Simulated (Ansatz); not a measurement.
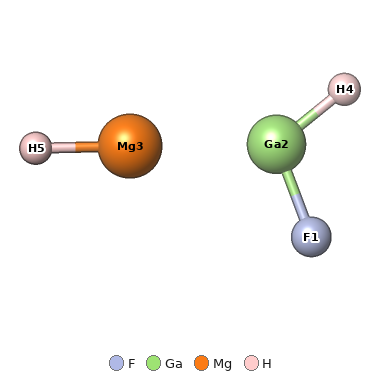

The system is FGaH₂Mg; the picture shows the reference structure. The first coordinate is: bond length Ga2–Mg3; the second: bond length Ga2–H4. Nothing is relaxed (all other coordinates rigid). The grid has 15 × 15 points. All energies are given in eV relative to the lowest grid point. The reference is spin-restricted, which grows unreliable where a bond is stretched far. These are results of Ansatz 0.2.0, RKS PBE0-D4/def2-TZVP, not measurements.

Its coordinates:

```yaml
atoms:
  - { symbol: F, position_ang: [-1.5162, -1.6093, -0.3589] }
  - { symbol: Ga, position_ang: [-0.3921, -0.6886, 0.6787] }
  - { symbol: Mg, position_ang: [0.8027, 1.1886, -0.7633] }
  - { symbol: H, position_ang: [-0.4564, -1.2809, 2.1483] }
  - { symbol: H, position_ang: [1.5620, 2.3903, -1.7048] }
```

Range: bond length Ga2–Mg3 from 2.174 to 3.977 Å; bond length Ga2–H4 from 1.300 to 2.379 Å.

Question: What landscape does the calculation give?

Answer: The lowest grid point is at bond length Ga2–Mg3 = 2.689 Å, bond length Ga2–H4 = 1.608 Å. No other kind of well shows on this grid. The highest grid point, bond length Ga2–Mg3 = 3.977 Å, bond length Ga2–H4 = 2.379 Å, lies 2.87 eV above the lowest. Round the minimum the two coordinates are nearly uncoupled.

```csv
"bond length Ga2–H4 ↓, bond length Ga2–Mg3 →",2.174,2.303,2.432,2.561,2.689,2.818,2.947,3.076,3.205,3.333,3.462,3.591,3.720,3.849,3.977
2.379,2.53,2.03,1.75,1.62,1.59,1.63,1.72,1.83,1.96,2.11,2.26,2.42,2.58,2.73,2.87
2.302,2.34,1.84,1.56,1.43,1.40,1.44,1.53,1.65,1.79,1.93,2.09,2.25,2.41,2.56,2.71
2.225,2.14,1.65,1.36,1.23,1.21,1.25,1.35,1.47,1.60,1.75,1.91,2.08,2.24,2.40,2.55
2.148,1.95,1.45,1.17,1.04,1.01,1.06,1.16,1.28,1.42,1.57,1.74,1.90,2.07,2.23,2.38
2.071,1.75,1.26,0.97,0.85,0.82,0.87,0.97,1.10,1.24,1.39,1.56,1.73,1.89,2.06,2.21
1.994,1.56,1.07,0.78,0.66,0.63,0.69,0.79,0.92,1.06,1.22,1.38,1.56,1.73,1.89,2.05
1.917,1.39,0.89,0.61,0.48,0.46,0.51,0.61,0.75,0.90,1.06,1.22,1.40,1.57,1.74,1.90
1.839,1.22,0.73,0.44,0.32,0.30,0.35,0.45,0.59,0.74,0.90,1.08,1.25,1.43,1.59,1.76
1.762,1.09,0.59,0.30,0.18,0.16,0.21,0.32,0.46,0.61,0.77,0.95,1.13,1.30,1.48,1.64
1.685,0.99,0.48,0.20,0.07,0.05,0.11,0.22,0.35,0.51,0.68,0.85,1.03,1.21,1.39,1.55
1.608,0.94,0.43,0.15,0.02,0.00,0.06,0.16,0.30,0.46,0.63,0.81,0.99,1.17,1.35,1.51
1.531,0.96,0.45,0.17,0.04,0.02,0.07,0.18,0.32,0.48,0.65,0.83,1.01,1.20,1.37,1.54
1.454,1.08,0.57,0.29,0.15,0.13,0.19,0.30,0.44,0.60,0.77,0.95,1.13,1.32,1.50,1.67
1.377,1.34,0.83,0.54,0.41,0.38,0.44,0.55,0.69,0.85,1.02,1.20,1.39,1.57,1.75,1.92
1.300,1.79,1.27,0.98,0.84,0.82,0.87,0.98,1.12,1.28,1.45,1.64,1.82,2.01,2.19,2.36
```

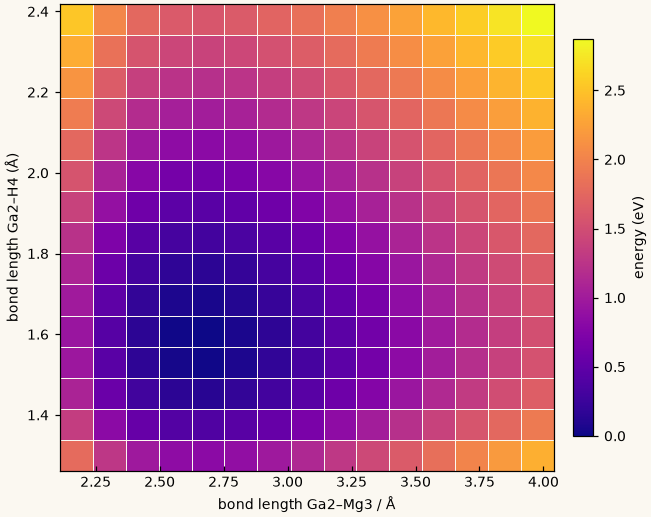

Drawn: one coloured cell a grid point.

Each point was launched as `ansatz run input.yaml --threads 1 --pin off --max-ram 2560MiB --backend cpu --events-out ev --progress --plain --runs-dir out`. Time for the 225 points that were run: 25 min on 1 thread of Arm Neoverse N1, on a shared host.
